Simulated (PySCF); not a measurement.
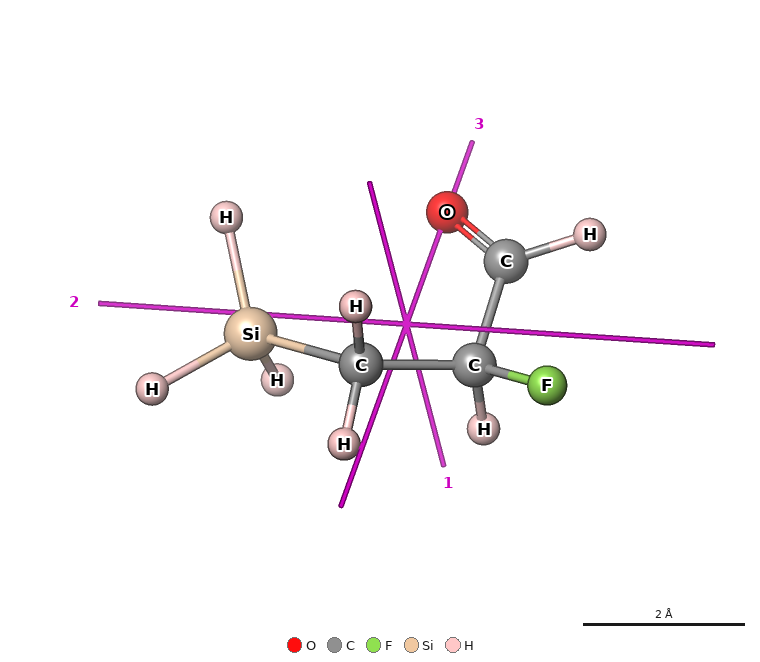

The three principal axes of inertia are drawn and numbered. Atoms fade into the background with distance from the viewer. The geometry was computed by an optimisation with PBE0-D3(BJ)/def2-SVP. No frequency run is at hand to confirm it as a minimum. Masses are those of the most abundant isotopes; constants are for the rigid equilibrium geometry.

Question: Which line is the a axis (least moment of inertia), which b and which c?

Answer: a is line 2, b is line 3, c is line 1; the moments are 124, 251, 355 u Å².

Question: What kind of rotor is it, and what are its rotational constants in GHz?

Answer: An asymmetric top (C1): A = 4.08, B = 2.02, C = 1.42 GHz. Ray's parameter κ is −0.55, nearer the prolate limit.
